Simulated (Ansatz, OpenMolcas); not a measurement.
A ladder of methods for GaSiH4OF (SMILES [F][GaH][O][SiH3])

The species is GaSiH4OF (8 atoms), meant as a singlet with charge 0. SMILES: `[F][GaH][O][SiH3]`. Geometry: relaxed at PBE0-D4/def2-TZVP. This is one conformer, not always the lowest.

```
atom    x (Å)    y (Å)    z (Å)
   F   0.8571   1.4720   1.8462
  Ga   1.3239   1.2202   0.1775
   O   0.3222   0.0248  -0.6440
  Si  -0.9528  -0.9458  -0.2991
   H   2.4931   1.9842  -0.4631
   H  -1.2875  -1.7172  -1.5232
   H  -0.6186  -1.8943   0.7969
   H  -2.1373  -0.1438   0.1088
```

Quantity: the energy change with the O3–Si4 bond stretched from 1.639 to 1.885 Å, in eV. The values are calculated.

```json
{"level": "BLYP/6-31G* (spherical functions) (restricted)", "kind": "GGA", "program": "Ansatz", "value (eV)": "0.40", "CPU time (all runs)": "15 s"}
{"level": "PBE/6-31G* (spherical functions) (restricted)", "kind": "GGA", "program": "Ansatz", "value (eV)": "0.43", "CPU time (all runs)": "16 s"}
{"level": "TPSS/6-31G* (spherical functions) (restricted)", "kind": "meta-GGA", "program": "OpenMolcas", "value (eV)": "0.47", "CPU time (all runs)": "2.2 min"}
{"level": "r2SCAN/6-31G* (spherical functions) (restricted)", "kind": "meta-GGA", "program": "OpenMolcas", "value (eV)": "0.55", "CPU time (all runs)": "2.1 min"}
{"level": "B3LYP/6-31G* (spherical functions) (restricted)", "kind": "global hybrid", "program": "Ansatz", "value (eV)": "0.52", "CPU time (all runs)": "14 s"}
{"level": "BHLYP/6-31G* (spherical functions) (restricted)", "kind": "global hybrid", "program": "Ansatz", "value (eV)": "0.66", "CPU time (all runs)": "16 s"}
{"level": "r2SCAN0/6-31G* (spherical functions) (restricted)", "kind": "hybrid meta-GGA", "program": "Ansatz", "value (eV)": "0.63", "CPU time (all runs)": "28 s"}
{"level": "wB97M-V/6-31G* (spherical functions) (restricted)", "kind": "range-separated hybrid", "program": "Ansatz", "value (eV)": "0.57", "CPU time (all runs)": "2.5 min"}
```

All-electron rows without a relativistic Hamiltonian named are non-relativistic. The first shape isn't each level's own minimum. The values span 0.40 to 0.66 eV. Times are those of the runs behind each value, whatever else they computed, on shared processors of several kinds: orders of magnitude only.

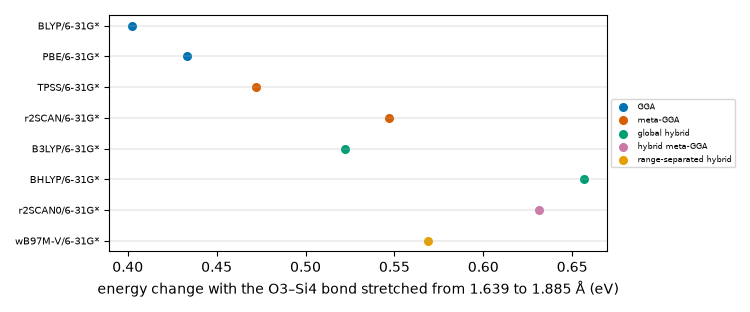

The values of the table, level by level.
